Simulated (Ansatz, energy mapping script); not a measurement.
# CoO: exchange couplings from total energies, part 2 of 2

Wanted: the magnetic order of CoO, its couplings and an estimate of its ordering temperature, by PBE+U (3.5 eV).

PBE with U = 3.5 eV on Co d, ortho-atomic projectors; plane waves, U on orthogonalised atomic orbitals unless named otherwise, collinear spin, no spin–orbit coupling.

So far. Step 10 (Order 7: parallel, cell D of 6 atoms): The run ends ferromagnetic. For each magnetic atom its energy differs from the parallel run of the first cell by 0.44 meV, an error that one common reference would have brought in. Step 11 (Order 8: uncompensated ++−, cell D of 6 atoms): The run ends ferrimagnetic, 15.00 meV a magnetic atom below the parallel order of its cell.

## 12. Parallel start in cell E (6 atoms)

This run holds the same structure in another cell (c 6.740 → 7.384 Å, α 102.9 → 90.0°, β 102.9 → 90.0°, γ 90.0 → 120.0°).

Input file input.yaml:

```yaml
crystal:
  lattice:
    - [0.0, 2.1315, 2.1315]
    - [-2.1315, 0.0, -2.1315]
    - [-4.263, -4.263, 4.263]
  atoms:
    - { symbol: Co, position: [0.0, 0.0, 0.0], spin: 3.0 }
    - { symbol: Co, position: [0.333333333, 0.666666667, 0.666666667], spin: 3.0 }
    - { symbol: Co, position: [0.666666667, 0.333333333, 0.333333333], spin: 3.0 }
    - { symbol: O, position: [0.666666667, 0.333333333, 0.833333333] }
    - { symbol: O, position: [0.0, 0.0, 0.5] }
    - { symbol: O, position: [0.333333333, 0.666666667, 0.166666667] }
magnetization:
  spin_polarized: true
kpoints:
  mp_grid: { grid: [10, 10, 4] }
hamiltonian:
  xc: pbe
  hubbard:
    sites:
      - { species: Co, l: d, u_eff: 3.5 }
      - { site: 0, l: d, u_eff: 3.5, starting_ns: [{ spin: up, occupation_matrix: co1_major }, { spin: down, occupation_matrix: co1_minor }] }
      - { site: 1, l: d, u_eff: 3.5, starting_ns: [{ spin: up, occupation_matrix: co1_major }, { spin: down, occupation_matrix: co1_minor }] }
      - { site: 2, l: d, u_eff: 3.5, starting_ns: [{ spin: up, occupation_matrix: co1_major }, { spin: down, occupation_matrix: co1_minor }] }
    projectors: ortho-atomic
    occupation_matrices:
      co1_major:
        matrix:
          - [0.997, 0.0, 0.0, 0.0, 0.0]
          - [0.0, 0.999, 0.0, 0.0, 0.0]
          - [0.0, 0.0, 0.999, 0.0, 0.0]
          - [0.0, 0.0, 0.0, 0.997, 0.0]
          - [0.0, 0.0, 0.0, 0.0, 0.999]
      co1_minor:
        matrix:
          - [0.174, -0.069, -0.069, 0.0, -0.138]
          - [-0.069, 0.654, -0.301, -0.12, 0.301]
          - [-0.069, -0.301, 0.654, 0.12, 0.301]
          - [0.0, -0.12, 0.12, 0.174, 0.0]
          - [-0.138, 0.301, 0.301, 0.0, 0.654]
scf:
  occupations: { method: fermi_dirac, width: 0.05 }
output:
  eigenvalues: true
```

Run with:

```sh
ansatz run input.yaml --threads 4 --pin off --max-ram 8192MiB --backend cpu --events-out ev --progress --plain --runs-dir out
```

Elapsed: 11 s, on 4 threads of Arm Neoverse V2, shared host; peak memory 0.76 GiB; 40 s of CPU time.

The run ends ferromagnetic. For each magnetic atom its energy differs from the parallel run of the first cell by 0.26 meV, an error that one common reference would have brought in.

## 13. Order 10: uncompensated ++−, cell E of 6 atoms

This order reverses 4 of the 12 neighbours at 3.01 Å, 4 of the 6 neighbours at 4.26 Å and 12 of the 24 neighbours at 5.22 Å, counted for an average magnetic atom.

input.yaml: that of step 12 with these lines changed.

```diff
@@ -8,3 +8,3 @@
     - { symbol: Co, position: [0.333333333, 0.666666667, 0.666666667], spin: 3.0 }
-    - { symbol: Co, position: [0.666666667, 0.333333333, 0.333333333], spin: 3.0 }
+    - { symbol: Co, position: [0.666666667, 0.333333333, 0.333333333], spin: -3.0 }
     - { symbol: O, position: [0.666666667, 0.333333333, 0.833333333] }
@@ -23,3 +23,3 @@
       - { site: 1, l: d, u_eff: 3.5, starting_ns: [{ spin: up, occupation_matrix: co1_major }, { spin: down, occupation_matrix: co1_minor }] }
-      - { site: 2, l: d, u_eff: 3.5, starting_ns: [{ spin: up, occupation_matrix: co1_major }, { spin: down, occupation_matrix: co1_minor }] }
+      - { site: 2, l: d, u_eff: 3.5, starting_ns: [{ spin: up, occupation_matrix: co1_minor }, { spin: down, occupation_matrix: co1_major }] }
     projectors: ortho-atomic
```

It took 17 s on 4 threads; peak memory 0.78 GiB.

The run ends ferrimagnetic, 61.25 meV a magnetic atom below the parallel order of its cell.

## 14. The fit

Each energy difference is a sum of couplings weighted by the pairs that the order reverses. A few near shells are fitted to the differences by least squares. Energies are those extrapolated to zero occupation width, not the free energies F.

The orders side by side; each is measured from the parallel order in the same cell and on the same mesh:

| order | atoms | energy (meV a magnetic atom) | moments (μB) | moments kept as typed | opposed neighbours at 3.01, 4.26, 5.22 Å |
| --- | --- | --- | --- | --- | --- |
| parallel in cell A | 4 | 0.00 | 2.60 | yes | 0, 0, 0 |
| compensated +− in cell A | 4 | 15.58 | 2.60 | yes | 8, 0, 16 |
| parallel in cell B | 4 | 0.00 | 2.60 | yes | 0, 0, 0 |
| compensated +− in cell B | 4 | -86.63 | 2.54 | yes | 6, 6, 12 |
| parallel in cell C | 6 | 0.00 | 2.60 | yes | 0, 0, 0 |
| uncompensated ++− in cell C | 6 | -34.28 | 2.55 to 2.58 | yes | 6.67, 2.67, 8 |
| parallel in cell D | 6 | 0.00 | 2.60 | yes | 0, 0, 0 |
| uncompensated ++− in cell D | 6 | -15.00 | 2.57 to 2.59 | yes | 5.33, 1.33, 16 |
| parallel in cell E | 6 | 0.00 | 2.60 | yes | 0, 0, 0 |
| uncompensated ++− in cell E | 6 | -61.25 | 2.53 to 2.57 | yes | 4, 4, 12 |

The Heisenberg fit (each pair counts twice, positive J is ferromagnetic):

| pair | distance (Å) | neighbours | J (meV) |
| --- | --- | --- | --- |
| Co–Co | 3.01 | 12 | 1.09 |
| Co–Co | 4.26 | 6 | -8.22 |
| Co–Co | 5.22 | 24 | -0.0549 |
| Co–Co | 6.03 | 12 | -0.310 |

These orders cannot tell some unfitted shells from fitted ones: the value at 3.01 Å holds J(3.01) + 4 J(7.98); other unfitted shells add to the values wholly or in part.

Adding the shell at 6.74 Å gives 1.1, -8.2, -0.047, -0.32 and -0.035 meV and a mean-field temperature of 351 K, an exact solve that tests nothing.

In mean field these couplings order at 353 K, at q = (0.50, 0.50, 0.50) in fractions of the conventional cell's reciprocal vectors, and give a Curie–Weiss temperature of -319 K.

## 15. Ordering temperature by Monte Carlo

Mean field ignores fluctuations and overstates the ordering temperature, so the model is also sampled. The heat capacity peaks where order sets in.

Classical unit spins with these couplings on 8×8×4 copies of a cell that holds the lowest order (512 spins), heat-bath sweeps, cooled from random directions, 831 sweeps to settle and 2493 measured at each temperature, averaged over 4 runs.

| T (K) | order along the lowest pattern | net moment | heat capacity (k_B a spin) |
| --- | --- | --- | --- |
| 42.3 | 0.48 | 0.01 | 1.03 |
| 72.4 | 0.43 | 0.01 | 1.07 |
| 118 | 0.37 | 0.01 | 1.18 |
| 148 | 0.35 | 0.02 | 1.30 |
| 178 | 0.34 | 0.02 | 1.51 |
| 223 | 0.27 | 0.02 | 1.80 |
| 238 | 0.25 | 0.02 | 1.92 |
| 253 | 0.21 | 0.02 | 1.70 |
| 283 | 0.15 | 0.03 | 1.11 |
| 313 | 0.12 | 0.03 | 0.62 |
| 358 | 0.09 | 0.03 | 0.37 |
| 388 | 0.08 | 0.03 | 0.28 |

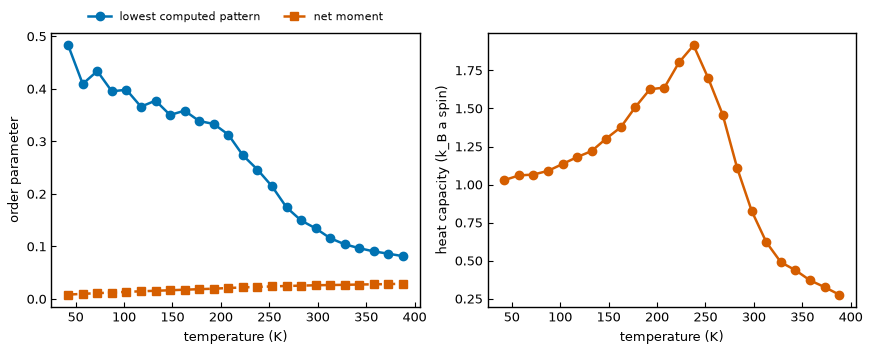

Order parameter and heat capacity against temperature.

The smoothed heat capacity peaks at 234 K. The order column follows one pattern alone; equivalent domains or another pattern share the rest.

## 16. Outcome

```json
{
 "lowest order tried": "compensated +− in cell B",
 "largest fitted value (a combination of shells), Co–Co at 4.26 Å": "-8.22 meV",
 "ordering temperature, mean field": "353 K",
 "heat-capacity peak, Monte Carlo": "234 K"
}
```

Of the orders tried, CoO prefers the order “compensated +− in cell B” under PBE+U (3.5 eV), with 6 of 12 neighbours at 3.01 Å, 6 of 6 neighbours at 4.26 Å and 12 of 24 neighbours at 5.22 Å opposed, and the heat capacity of the fitted model peaks near 234 K (Monte Carlo, classical spins). The largest fitted coupling is the Co–Co pair at 4.26 Å, antiferromagnetic at -8.2 meV, across a ligand at about 180°. The straight metal–ligand–metal path outweighs the right-angled one, the pattern expected of superexchange through one ligand p orbital, which these runs do not test. The orders also reverse pairs at 6.74 Å, which are not fitted, so the fitted values hold their part too. With 5 differences for 4 couplings the fit misses by 0.43 meV at most, a small part of the spread. In the fitted orders moments change by up to 2.8 % against the parallel run of the same cell, so their size stays put. Monte Carlo puts the peak at 0.66 of the mean-field temperature, since mean field leaves out fluctuations. In tests on simple cubic and body-centred models such peaks lay 5 to 6 % under the bulk value. On cooling, the order along the one computed pattern stays at or under 0.48: the model settles in an equivalent domain, a degenerate mixture or another order. The parallel order holds 3 μB a magnetic atom, spin 1.5; the common factor (S+1)/S would raise the classical 234 K to 390 K, a correction that often overshoots. The program narrowed the symmetry for the carried occupation matrices. Where that marks an ordered orbital filling, bonds of one length need not share one coupling; each fitted J is a mean over the bonds that the orders reverse. The classical value and the one scaled by (S+1)/S differ by a factor of 1.7, so closeness of either to the measured temperature is partly a matter of convention.

Comparison with the measured values:

| quantity | measured | PBE+U (3.5 eV), Monte Carlo | PBE+U (3.5 eV), Monte Carlo × (S+1)/S |
| --- | --- | --- | --- |
| ordering temperature (spin model) (K) | 291 | 234 (-19.7 %) | 390 (+33.9 %) |

Measured values from arxiv:2004.06613 (2020).

Verdict: The ordering temperature is off by -19.7 % at PBE+U (3.5 eV), Monte Carlo: fair agreement. No cell relaxation is part of this session.

[Logs and program files are shortened in this print: banners, set-up blocks, solver, clock and traceback lines can be left out without a mark of their own.]

[Logs are printed without paths, hosts, clocks, repeated set-up lines and the standing remarks that a program may print on its own settings, such as how far it seeks lower states.]

[Hosts, paths, dates, database ids (printed as entryN), source tags and the programs' standing remarks are cut or masked in the printed files.]

[Where a cell is said to come from a database of computed structures, the database is the Materials Project.]
